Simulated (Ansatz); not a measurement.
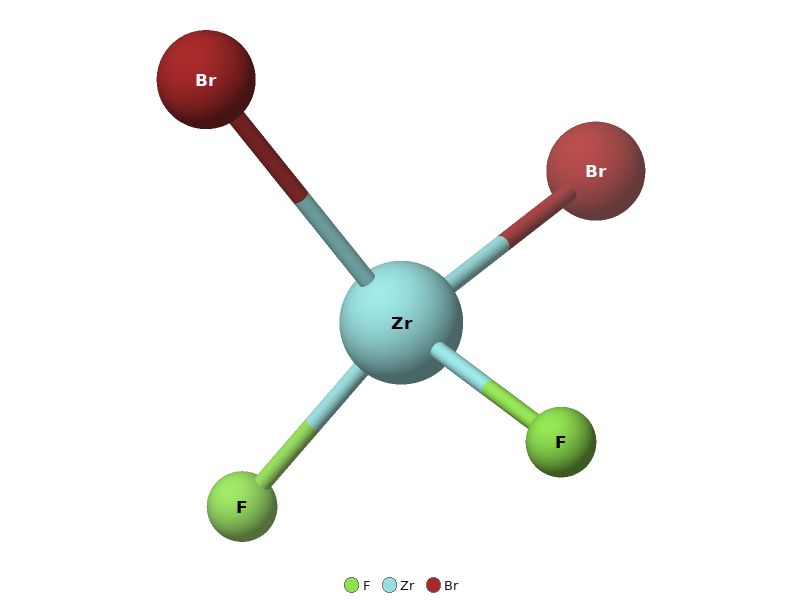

A molecule with one transition-metal atom. Charge 0, singlet. The geometry was computed by an optimisation with PBE-D4/def2-SVP. No frequency run is at hand to confirm it as a minimum.

Question: Describe the coordination sphere.

Answer: Zr binds 4 atoms: 2 F at 1.90 Å, 2 Br at 2.50 Å. The arrangement is tetrahedral.

Question: What are the formal oxidation state of the metal and its number of d electrons?

Answer: Zr(IV), d⁰, counting the ligands as closed-shell ions or neutral donors.
